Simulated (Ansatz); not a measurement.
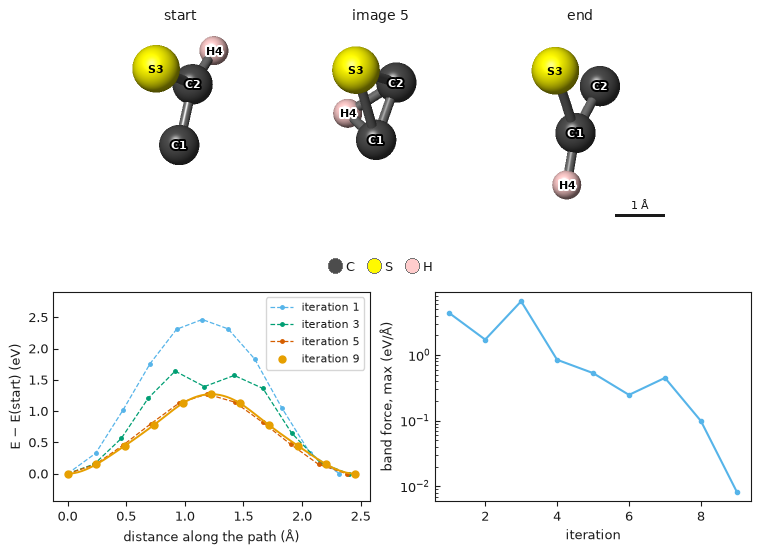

NEB run on C$_{2}$HS (charge −1). Images are numbered from 0 (start) to 10 (end). The plot follows the band through its iterations. The picture is a ball-and-stick view, seen from a free direction.

Method: Ansatz 0.2.0, RKS PBE0-D4/cc-pVDZ. Settings: 9 movable images; climbing image; force threshold 0.05 eV/Å; iteration limit 60; starting path by straight interpolation.

Did the band converge, and can the barrier be trusted?

Answer. The run is converged, with reservations. The band converged in 9 iterations. The largest component of the band force went from 4.4 to 0.0082 eV/Å. The climbing image converged on the top of the path. Its curvatures weren't checked. The straight starting path can push atoms close together and costs iterations. The first iteration put the highest image at 2.46 eV. The barrier is about 1.27 eV in both directions, with image 5 at the top; the ends have the same energy.

The run took 97 s on 1 thread of Arm Neoverse V1, on a shared host, peak memory 0.1 GiB.
